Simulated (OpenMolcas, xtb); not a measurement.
How methods differ on B2H4F2 (diborane 1,2-di F)

The species is B2H4F2 (8 atoms), meant as a singlet with charge 0. The shape is that of a GFN2-xTB optimisation.

```csv
atom,x (Å),y (Å),z (Å)
B,0.9003,0.1356,0.2205
F,1.5774,-0.8705,0.7749
H,1.4685,1.1493,0.0646
H,-0.2794,0.3449,0.8720
B,-0.9017,-0.0698,-0.2433
F,-1.5236,-1.2331,-0.0486
H,-1.5181,0.7972,-0.7364
H,0.2767,-0.2536,-0.9037
```

Each level gives the electronic atomisation energy (eV). The values are calculated. Electronic energies at fixed atoms, without zero-point motion or spin-orbit coupling.

| level | kind | program | value (eV) | CPU time (all runs) |
| --- | --- | --- | --- | --- |
| GFN1-xTB | semi-empirical | xtb | 33.87 | under 2 s |
| HF/def2-SVPD | Hartree–Fock | OpenMolcas | 23.91 | 18 s |
| SVWN5/def2-SVPD | LDA | OpenMolcas | 35.18 | 37 s |
| revPBE/def2-SVPD | GGA | OpenMolcas | 30.09 | 51 s |
| TPSS/def2-SVPD | meta-GGA | OpenMolcas | 31.07 | 61 s |
| r2SCAN/def2-SVPD | meta-GGA | OpenMolcas | 30.99 | 66 s |
| B3LYP/def2-SVPD | global hybrid | OpenMolcas | 30.56 | 45 s |

The values span 23.91 to 35.18 eV. The xTB rows lack spin polarisation, so open shells miss the exchange term that lowers them. Times are those of the runs behind each value, whatever else they computed, on shared processors of several kinds: orders of magnitude only.

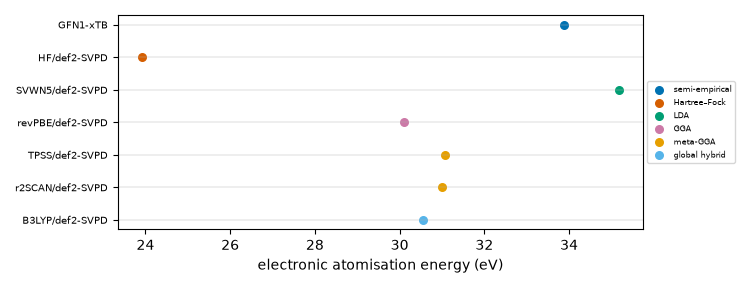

The values of the table, level by level.
